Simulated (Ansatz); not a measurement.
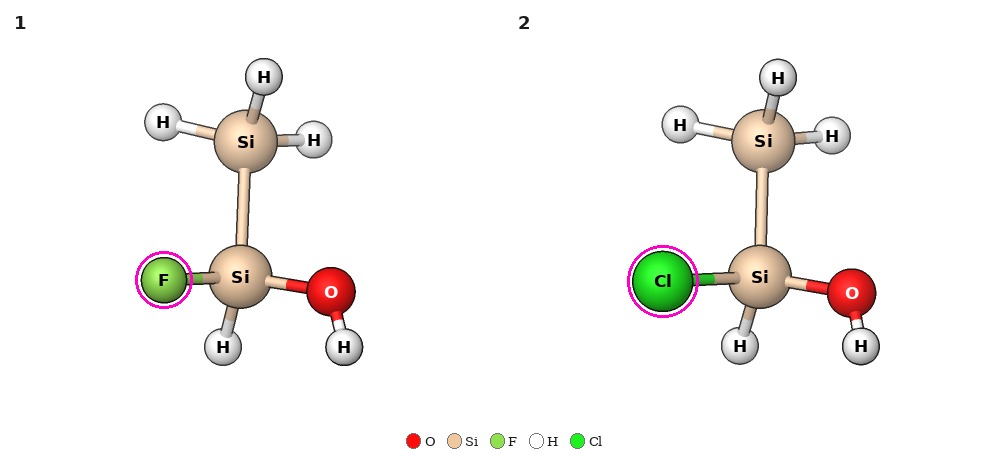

2 molecules with one skeleton, seen from the same side and at one scale; the atom that differs is circled. Each species is neutral and a spin singlet. Computed geometries: PBE0-D4/def2-TZVP optimisations, one conformation each. Properties computed with Ansatz 0.2.0.

One atom differs, called X below: F in panel 1, Cl in panel 2. Their formulas are FH5OSi2 (`O[Si@@H](F)[SiH3]`), ClH5OSi2 (`O[Si@H]([SiH3])Cl`).

In which is the dipole moment larger (r2SCAN-D4/def2-TZVPP)?

In panel 1 (X = F).

In which is the length of X–Si larger (PBE0-D4/def2-TZVP)?

In panel 2 (X = Cl).

Give the values. With PBE0-D4/def2-TZVP: length of X–Si (Å), angle X–Si–Si (°). With PBE0-D4/def2-QZVPP: HOMO energy (Kohn–Sham orbital) (eV), HOMO–LUMO gap (eV). With r2SCAN-D4/def2-TZVPP: dipole moment (D).

```tsv
quantity	1 (F)	2 (Cl)	2 − 1
length of X–Si (Å)	1.603	2.068	+0.465
angle X–Si–Si (°)	109.3	108.6	−0.7
HOMO energy (Kohn–Sham orbital) (eV)	−8.32	−8.17	+0.15
HOMO–LUMO gap (eV)	7.92	7.67	−0.25
dipole moment (D)	1.42	1.30	−0.12
```
